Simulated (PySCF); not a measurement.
## Excited-state calculation, with input and output: C$_{7}$H$_{24}$Ge$_{8}$

- system: C$_{7}$H$_{24}$Ge$_{8}$
- method: TDDFT PBE/def2-SVP, vertical, gas phase, core orbitals frozen in the response (PySCF 2.14.0)

The geometry comes from this level: GFN2-xTB.

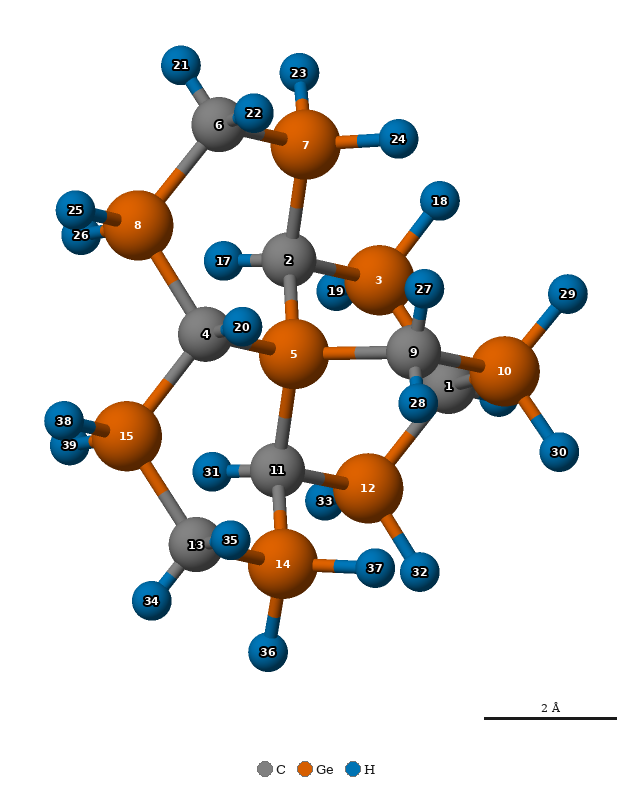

**Figure 1.** The structure (ball-and-stick view, seen at a tilt; atoms are numbered from 1 in the order of the input). Sticks mark near contacts.

**Key numbers**

```json
{"quantity": "outcome", "value": "converged"}
{"quantity": "total energy", "value": "−16892.032875 hartree"}
{"quantity": "HOMO", "value": "−6.07 eV"}
{"quantity": "LUMO", "value": "−0.37 eV"}
{"quantity": "dipole moment", "value": "1.13 D"}
{"quantity": "mean polarisability", "value": "286.20 a.u."}
{"quantity": "vertical ionisation energy", "value": "7.91 eV"}
{"quantity": "lowest singlet excitation", "value": "5.74 eV"}
{"quantity": "hardware", "value": "2 CPU threads, shared host"}
{"quantity": "wall time", "value": "2 min (CPU time 3.7 min)"}
{"quantity": "peak memory", "value": "1.5 GiB"}
```

**Notes**

Spin–orbit coupling is left out, which matters for the heavy atoms.

**Input file**
```
{"job": {"kind": "uv", "basis": "def2-SVP", "grid": 1, "kgrid": 0, "vcut": null, "nstates": 6, "ntriplets": 2, "tda": false, "delta": ["ip_vertical"], "pop": true, "xc": "PBE"}, "charge": 0, "multiplicity": 1}
C     -0.000219     0.162370    -3.225705
C     -1.615756    -0.842766    -0.614350
Ge    -1.598396    -0.791626    -2.588005
C      0.000143     0.069604     2.111611
Ge     0.000073     0.054327     0.113963
C     -3.224983     0.081550     2.078377
Ge    -3.219959     0.044111     0.098391
Ge    -1.619116    -0.774748     2.831105
C     -0.000445     1.929454    -0.528572
Ge    -0.000562     1.989739    -2.501395
C      1.615591    -0.842478    -0.614703
Ge     1.597855    -0.791392    -2.588248
C      3.225397     0.079797     2.078152
Ge     3.220108     0.043598     0.098257
Ge     1.618987    -0.775426     2.830950
H     -0.000625     0.198112    -4.315153
H     -1.619487    -1.881959    -0.282214
H     -2.851045    -0.113991    -3.107804
H     -1.610198    -2.199956    -3.148081
H      0.000292     1.116353     2.421784
H     -4.112401    -0.428179     2.449186
H     -3.279376     1.113500     2.422712
H     -4.449809    -0.661071    -0.429523
H     -3.296528     1.450743    -0.450210
H     -1.617983    -0.678749     4.339674
H     -1.615794    -2.246504     2.513774
H     -0.880218     2.443805    -0.142780
H      0.879162     2.444378    -0.143029
H     -1.213988     2.739663    -3.007677
H      1.213320     2.739889    -3.007073
H      1.619407    -1.881728    -0.282708
H      2.850083    -0.114319    -3.108373
H      1.609494    -2.199681    -3.148316
H      4.112396    -0.430439     2.449021
H      3.280253     1.111629     2.422722
H      4.450070    -0.661100    -0.430252
H      3.296636     1.450890    -0.449350
H      1.618018    -0.679814     4.339495
H      1.614452    -2.247333     2.513012
```

The first line tells a small driver script what to run in PySCF; the rest is the geometry in Å.

Run as:
```bash
OMP_NUM_THREADS=2 python <driver script> task.json out
```

**What the program printed**
```
start: PBE on a coarse grid of 141997 points
cycle   1  E = -16891.5665130205  dE = -3.312e+00  |g| = 1.751e+00  |ddm| = 6.938e+00
cycle   2  E = -16890.6773803147  dE =  8.891e-01  |g| = 2.646e+00  |ddm| = 3.884e+00
cycle   3  E = -16891.9821439647  dE = -1.305e+00  |g| = 4.070e-01  |ddm| = 2.930e+00
cycle   4  E = -16892.0310850823  dE = -4.894e-02  |g| = 8.522e-02  |ddm| = 6.210e-01
cycle   5  E = -16892.0323567958  dE = -1.272e-03  |g| = 4.369e-02  |ddm| = 1.622e-01
cycle   6  E = -16892.0328234596  dE = -4.667e-04  |g| = 1.351e-02  |ddm| = 6.247e-02
cycle   7  E = -16892.0328753255  dE = -5.187e-05  |g| = 3.481e-03  |ddm| = 1.858e-02
final grid: 141997 points
cycle   8  E = -16892.0328614786  dE =  1.385e-05  |g| = 6.266e-03  |ddm| = 1.107e-02
cycle   9  E = -16892.0328321381  dE =  2.934e-05  |g| = 1.279e-02  |ddm| = 2.175e-02
cycle  10  E = -16892.0328680867  dE = -3.595e-05  |g| = 1.516e-03  |ddm| = 1.554e-02
cycle  11  E = -16892.0328747935  dE = -6.707e-06  |g| = 1.659e-04  |ddm| = 1.915e-03
cycle  12  E = -16892.0328753303  dE = -5.368e-07  |g| = 3.504e-05  |ddm| = 2.718e-04
converged SCF energy = -16892.0328753303
Vertical ionisation energy (delta-SCF) = 7.9068 eV   <S^2> = 0.752

Static polarisability (au): isotropic 286.203, principal 230.588 308.601 319.420

Singlet excitations
state   eV       nm        f      main configurations
  1   5.7441    215.8   0.00194   H->L 0.99
  2   5.9441    208.6   0.00913   H->L+1 0.98
  3   5.9581    208.1   0.01689   H-1->L 0.97
  4   6.0722    204.2   0.00007   H->L+2 0.98
  5   6.1486    201.6   0.02053   H-1->L+1 0.96
  6   6.1651    201.1   0.00184   H->L+3 0.77, H-2->L 0.18

Triplet excitations (Tamm-Dancoff, eV): 5.6275 5.8154
```

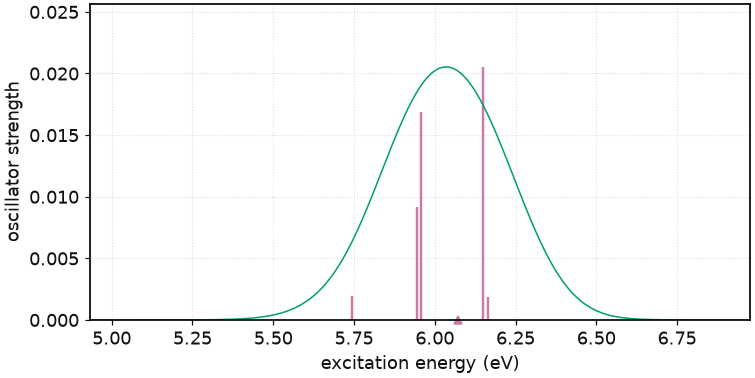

**Figure 2.** Computed excitations as sticks (degenerate states added up, dark ones marked on the axis), with a Gaussian envelope of 0.35 eV full width at half maximum, scaled to the tallest. Of the 6 states the lowest lies at 5.74 eV (f = 0.002); the strongest line is at 6.15 eV, or 202 nm (f = 0.021).

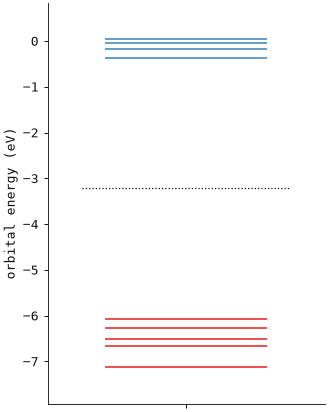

**Figure 3.** Orbital energies near the frontier; the dotted line parts filled from empty levels, and levels within 0.02 eV of each other stand side by side. Highest filled −6.07 eV, lowest empty −0.37 eV, 5.70 eV apart.

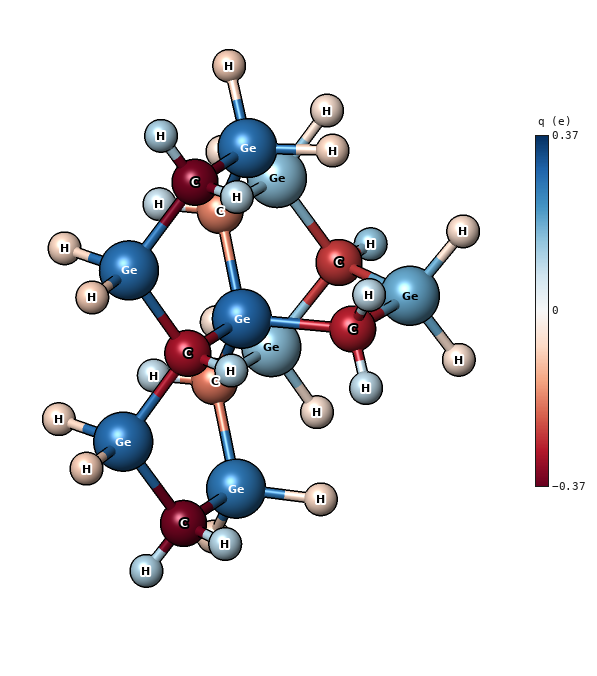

**Figure 4.** ESP-fitted charges, as the colour of each atom (ball-and-stick view, seen at a tilt). By element: C −0.35 to −0.18, Ge +0.15 to +0.29 and H −0.09 to +0.15 e.
